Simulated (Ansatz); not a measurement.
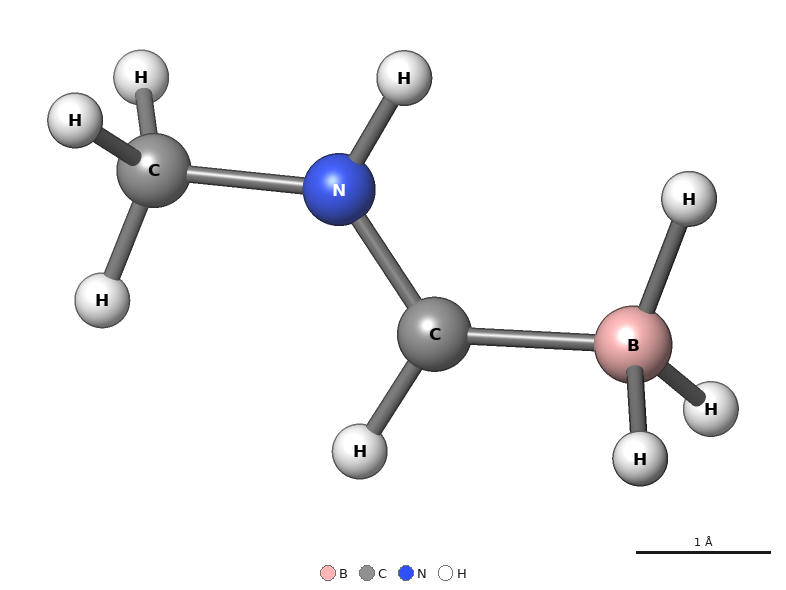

The structure as it stands in the input.

Ansatz 0.2.0 input:

```yaml
crystal:
  periodic: [false, false, false]
  atoms:
    - {symbol: B, position_ang: [-1.427201, 1.341241, -0.043449]}
    - {symbol: C, position_ang: [-0.329973, 0.322647, -0.432725]}
    - {symbol: N, position_ang: [0.381116, -0.359722, 0.411679]}
    - {symbol: C, position_ang: [1.413787, -1.326735, 0.115866]}
    - {symbol: H, position_ang: [-1.117802, 2.387952, -0.595342]}
    - {symbol: H, position_ang: [-1.536458, 1.427707, 1.166804]}
    - {symbol: H, position_ang: [-0.077908, 0.104263, -1.474276]}
    - {symbol: H, position_ang: [-2.441129, 0.956424, -0.610238]}
    - {symbol: H, position_ang: [0.174351, -0.182462, 1.388277]}
    - {symbol: H, position_ang: [1.523855, -1.409364, -0.964348]}
    - {symbol: H, position_ang: [1.148605, -2.304639, 0.523131]}
    - {symbol: H, position_ang: [2.365857, -1.012412, 0.548519]}
basis:
  gaussian: {orbitals: def2-SVPD, fitting: {mean_field: def2-universal-jkfit}}
magnetization: {spin_polarized: true, initial_magnetization: 2}
hamiltonian: {xc: {name: RPBE}, dispersion: d3bjatm}
accuracy: high
```

It was started with:

```sh
ansatz run in.yaml --threads 2 --pin off --events-out ev --progress --plain --max-ram 4352MiB
```

Output:

```
Functional definition: RPBE
  name "RPBE"
  cite "Hammer, Hansen & Nørskov, Phys. Rev. B 59, 7413 (1999) doi:10.1103/PhysRevB.59.7413"
  cite "Perdew, Burke & Ernzerhof, Phys. Rev. Lett. 77, 3865 (1996) doi:10.1103/PhysRevLett.77.3865"
  parameter kappa = 0.804
  parameter beta = 0.06672455060314922
  exchange = rpbe_x(kappa = kappa, mu = beta*pi^2/3)
  correlation = pbe_c(beta = beta)
446 factors; integrals over basis functions are off by at most 2.7e-1 eV
mean field evaluation 1: about -4353.8553 eV, gradient 3.9e1 eV
mean field evaluation 2: about -4326.1187 eV, gradient 7.0e1 eV
mean field evaluation 4: about -4362.6227 eV, gradient 5.9e0 eV
mean field evaluation 8: about -4362.8718 eV, gradient 3.4e-1 eV
mean field evaluation 16: about -4362.8743 eV, gradient 1.5e-3 eV
mean field evaluation 32: about -4361.1196 eV, gradient 6.4e0 eV
mean field evaluation 64: about -4361.8408 eV, gradient 1.2e1 eV
mean field -4362.87426094 eV, -160.3326718273 hartree, gradient 8.4e-8 eV, S^2 2.006010; 7 other end points of the search recorded, 0 dependent functions left out
reference -4362.87426608 eV, -160.3326720161 hartree; 17, 15 occupied and 127, 129 virtual orbitals, 446 factors
Total energy: -4363.84608163 eV, -160.3683855788 hartree
```

The run converged.

The spin state was imposed, and no run here compares it with a lower spin, which may lie lower.
